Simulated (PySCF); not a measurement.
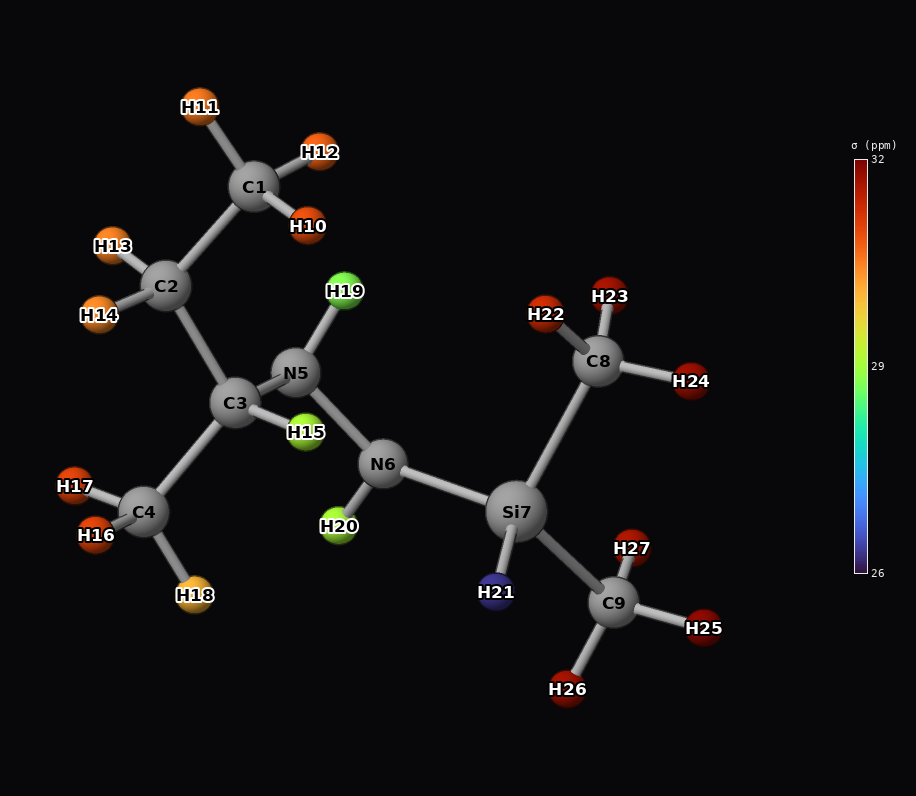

Atoms are coloured by their isotropic NMR shieldings (H only, the others grey). The geometry was computed by an optimisation with GFN2-xTB. No frequency run is at hand to confirm it as a minimum. Properties computed with GIAO PBE0/pcSseg-1 NMR shielding, non-relativistic, gas phase (PySCF 2.14.0).

**Which H atom is the most shielded (lowest chemical shift)?**

H25 (31.84 ppm).

**Which H atom is the least shielded (highest chemical shift)?**

H21 (26.32 ppm).

**How wide is the range of H shifts?**

5.52 ppm.

List the isotropic NMR shieldings of the H atoms.

| atom | σ (ppm) |
| --- | --- |
| H10 | 30.89 |
| H11 | 30.55 |
| H12 | 30.73 |
| H13 | 30.47 |
| H14 | 30.41 |
| H15 | 29.09 |
| H16 | 31.00 |
| H17 | 30.99 |
| H18 | 30.04 |
| H19 | 28.78 |
| H20 | 29.05 |
| H21 | 26.32 |
| H22 | 31.29 |
| H23 | 31.65 |
| H24 | 31.72 |
| H25 | 31.84 |
| H26 | 31.69 |
| H27 | 31.62 |

The geometry is semi-empirical. Around Si such bond lengths and angles can be off by a tenth of an ångström or more and by several degrees, and values that hang on the shape move with them.
